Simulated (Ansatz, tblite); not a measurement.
# The cluster Cd7Se7: spin-state energies by level

Aim: set other spin states of the cluster Cd7Se7 against its singlet, on many levels of theory.

Method: as each input shows; program: Ansatz 0.2.0, Gaussian basis.

Plan: triplet, at the geometry of the singlet (GFN1-xTB, GFN2-xTB, PBE0-D4/def2-TZVP, PBE-D4/def2-TZVP); the singlet's energies come from earlier runs.

2 further runs of the same task are left out: 1 that didn't finish, 1 set aside as unsound or not needed.

## (1) The geometry

The geometry is that of the singlet, from an earlier relaxation (PBE-D4/def2-SVP).

14 atoms, charge 0, spin multiplicity 1.

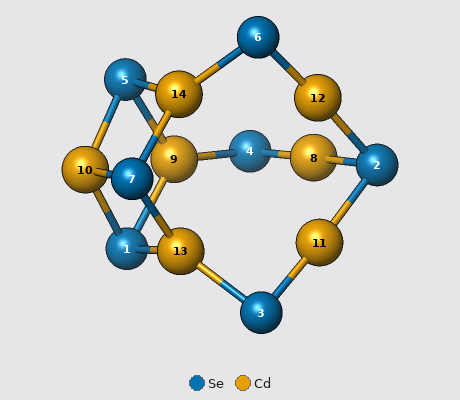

The geometry (selenium blue, cadmium amber); atoms are numbered from 1 in the order of the file.

Cd takes a core potential in the def2 sets. No spin-orbit coupling is included.

## (2) Triplet at the fixed geometry, GFN1-xTB

Tight binding, by tblite at 300 K electronic temperature and without a spin-polarisation term:

```python
tblite.interface.Calculator('GFN1-xTB', numbers, positions, charge=0, uhf=2).singlepoint()
```

Energy -805.5482 eV; 0.053 s.

## (3) Triplet at the fixed geometry, GFN2-xTB

Tight binding, by tblite at 300 K electronic temperature and without a spin-polarisation term:

```python
tblite.interface.Calculator('GFN2-xTB', numbers, positions, charge=0, uhf=2).singlepoint()
```

Energy -726.0091 eV; 0.086 s.

## (4) Triplet at the fixed geometry, PBE0-D4/def2-TZVP

The input, in.yaml:

```yaml
crystal:
  periodic: [false, false, false]
  atoms:
    - {symbol: Se, position_ang: [0.572919, -3.331222, 0.133761]}
    - {symbol: Se, position_ang: [-2.235808, 2.250279, -2.237220]}
    - {symbol: Se, position_ang: [1.461434, -0.752481, -3.728186]}
    - {symbol: Se, position_ang: [-3.730223, -1.465055, 0.741058]}
    - {symbol: Se, position_ang: [0.128778, -0.576323, 3.323118]}
    - {symbol: Se, position_ang: [0.757870, 3.728785, 1.471515]}
    - {symbol: Se, position_ang: [3.324818, -0.139001, 0.574760]}
    - {symbol: Cd, position_ang: [-3.069044, 0.346325, -0.716343]}
    - {symbol: Cd, position_ang: [-1.214186, -1.754479, 1.337665]}
    - {symbol: Cd, position_ang: [1.957616, -1.964848, 1.961612]}
    - {symbol: Cd, position_ang: [-0.337950, 0.720088, -3.067834]}
    - {symbol: Cd, position_ang: [-0.709234, 3.075752, -0.334992]}
    - {symbol: Cd, position_ang: [1.749690, -1.346922, -1.211534]}
    - {symbol: Cd, position_ang: [1.343320, 1.209082, 1.752620]}
basis:
  gaussian: {orbitals: def2-TZVP, fitting: {mean_field: def2-universal-jkfit}}
magnetization: {spin_polarized: true, initial_magnetization: 2}
hamiltonian: {xc: pbe0, dispersion: d4}
scf: {omitted_lower_state_checks: [starts]}
output: {orbitals: {seedname: orbitals}}
```

Started as:

```
$ ansatz run in.yaml --threads 2 --pin off --events-out ev --progress --plain --max-ram 32768MiB --backend cuda --devices 0, --max-vram 18GiB
```

What it wrote:

```text
Functional definition: PBE0
  name "PBE0"
  cite "Adamo & Barone, J. Chem. Phys. 110, 6158 (1999) doi:10.1063/1.478522"
  cite "Perdew, Burke & Ernzerhof, Phys. Rev. Lett. 77, 3865 (1996) doi:10.1103/PhysRevLett.77.3865"
  parent pbe
  parameter a = 0.25
  parameter kappa = 0.804
  parameter beta = 0.06672455060314922
  exchange = (1 - a)*pbe_x(kappa = kappa, mu = beta*pi^2/3) + a*exact_x
  correlation = pbe_c(beta = beta)
these checks for a lower state are left out or cut short: starts
3647 factors; integrals over basis functions are off by at most 5.2e-1 eV
mean field evaluation 1: about -489351.9566 eV, gradient 4.3e1 eV
mean field evaluation 2: about -489316.3332 eV, gradient 9.3e1 eV
mean field evaluation 4: about -489358.8685 eV, gradient 1.9e1 eV
mean field evaluation 8: about -489361.9896 eV, gradient 1.6e0 eV
mean field evaluation 16: about -489362.0216 eV, gradient 7.4e-2 eV
mean field evaluation 32: about -489362.0566 eV, gradient 4.7e-1 eV
mean field -489362.05897615 eV, -17983.7239658565 hartree, gradient 4.9e-6 eV, S^2 2.010446; 0 other end points of the search recorded, 0 dependent functions left out
reference -489362.05902006 eV, -17983.7239674700 hartree; 190, 188 occupied and 426, 428 virtual orbitals, 3647 factors
Total energy: -489363.46173840 eV, -17983.7755164182 hartree
Checks for a lower state left out: starts
```

It took 45 s on 1 × H100 (card shared with other runs) with 2 threads of AMD EPYC 7R13, shared host; peak host memory 1.3 GiB.

HOMO -4.25 eV, LUMO -5.62 eV (over both spins; with the spin held, an empty level of the minority spin lies below the top filled one); ⟨S²⟩ 2.010 (pure: 2.00).

## (5) Triplet at the fixed geometry, PBE-D4/def2-TZVP

start.molden holds the orbitals of an earlier run on this state, given as this run's starting guess.

in.yaml: that of step 4 with these lines changed.

```diff
@@ -18,5 +18,5 @@
 basis:
-  gaussian: {orbitals: def2-TZVP, fitting: {mean_field: def2-universal-jkfit}}
+  gaussian: {orbitals: def2-TZVP, fitting: {mean_field: def2-universal-jkfit}, initial_orbitals: start.molden}
 magnetization: {spin_polarized: true, initial_magnetization: 2}
-hamiltonian: {xc: pbe0, dispersion: d4}
+hamiltonian: {xc: pbe, dispersion: d4}
 scf: {omitted_lower_state_checks: [starts]}
```

Launched as before.

What it wrote:

```text
Functional definition: PBE
  name "PBE"
  cite "Perdew, Burke & Ernzerhof, Phys. Rev. Lett. 77, 3865 (1996) doi:10.1103/PhysRevLett.77.3865"
  parent pbe
  parameter kappa = 0.804
  parameter beta = 0.06672455060314922
  exchange = pbe_x(kappa = kappa, mu = beta*pi^2/3)
  correlation = pbe_c(beta = beta)
these checks for a lower state are left out or cut short: starts
3647 factors; integrals over basis functions are off by at most 5.2e-1 eV
mean field evaluation 1: about -489348.8623 eV, gradient 1.6e1 eV
mean field evaluation 2: about -489349.5488 eV, gradient 1.1e0 eV
mean field evaluation 4: about -489349.7666 eV, gradient 2.7e-1 eV
mean field evaluation 8: about -489349.7833 eV, gradient 1.6e-2 eV
mean field evaluation 16: about -489349.7834 eV, gradient 1.7e-3 eV
mean field -489349.78339263 eV, -17983.2728464828 hartree, gradient 2.7e-6 eV, S^2 2.002921; 0 other end points of the search recorded, 0 dependent functions left out
reference -489349.78345095 eV, -17983.2728486259 hartree; 190, 188 occupied and 426, 428 virtual orbitals, 3647 factors
Total energy: -489351.32351776 eV, -17983.3294450374 hartree
Checks for a lower state left out: starts
```

Run time: 37 s. Hardware: 1 × H100 (card shared with other runs) with 2 threads of AMD EPYC 7R13, shared host; peak host memory 1.3 GiB.

Report: HOMO -3.65 eV, LUMO -5.69 eV (over both spins; with the spin held, an empty level of the minority spin lies below the top filled one); ⟨S²⟩ 2.003 (pure: 2.00).

## (6) Triplet less singlet, vertical

The singlet's energies are those of its earlier runs, whose logs aren't repeated here.

| level | triplet less singlet, vertical (kJ/mol) | time |
| --- | --- | --- |
| GFN1-xTB | +237.8 | 0.089 s |
| GFN2-xTB | +248.4 | 0.13 s |
| PBE-D4/def2-TZVP | +186.4 | 60 s |
| PBE0-D4/def2-TZVP | +237.1 | 63 s |

Times add the two runs; a level without a time comes out of a correlated run. Tight binding without a spin term can't rank spin states.

## (7) Summary of results

| quantity | value |
| --- | --- |
| triplet less singlet, vertical, functionals in def2-TZVP | +186.4 (PBE-D4) to +237.1 kJ/mol (PBE0-D4) |

What this shows: All functionals put the triplet above the singlet, over a spread of 50.8 kJ/mol. The checks for a lower triplet were left out, so another state of that spin may lie lower. These are electronic energies, without zero-point motion, entropy or surroundings.
